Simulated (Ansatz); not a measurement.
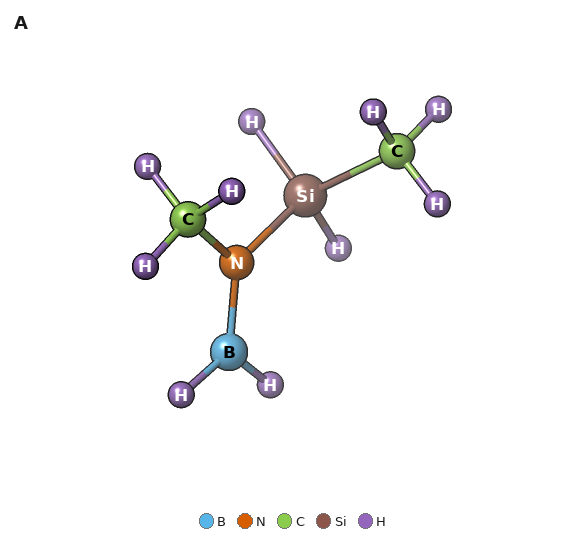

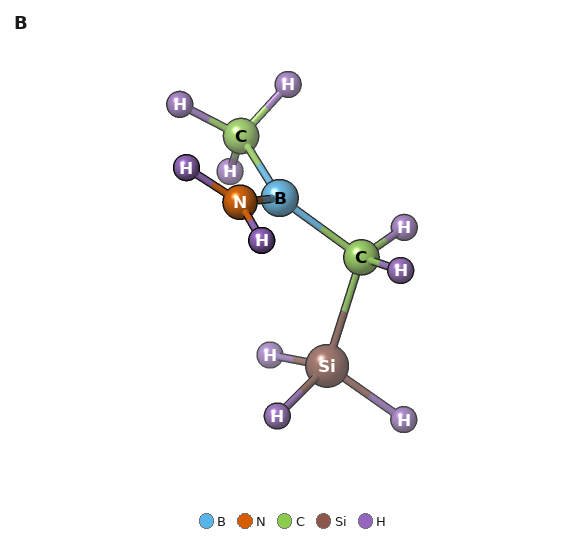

Distant atoms are faded towards the background colour. The computed structure is the end point of a PBE0-D4/def2-TZVP optimisation.

How are A and B related: the same structure turned, mirror images, conformers, diastereomers or constitutional isomers?

They are constitutional isomers of C2H10BNSi: A is BN(C)[SiH2]C, B is CB(N)C[SiH3]
